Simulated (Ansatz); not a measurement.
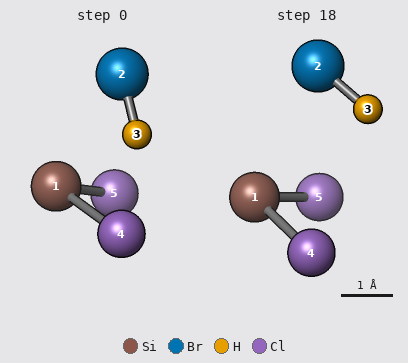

The structure of SiHBrCl₂ (started from a transition state, displaced along its imaginary mode) before (left) and after (right) a relaxation, at one scale.

A ball-and-stick model, seen from a free direction.

Level of theory: Ansatz 0.2.0, RKS PBE0-D4/def2-TZVP. Set-up: force threshold 0.005 eV/Å; at most 200 steps.

**What changed between the two?**

H3 moves most after the best rigid fit: 0.76 Å. By element the largest moves are H 0.76 Å, Cl 0.49 Å, Si 0.26 Å, Br 0.24 Å. Near-neighbour distances that change, for instance: H3–Cl4 2.008 → 3.098 Å, Br2–Cl4 3.216 → 3.736 Å, Si1–Br2 2.787 → 3.140 Å, Br2–H3 1.317 → 1.424 Å. Over 18 geometry steps the energy falls by 0.452 eV. Largest force component: 3.9 eV/Å at the start, 0.0034 eV/Å at the end. The run took about 4 core-minutes on a shared host.
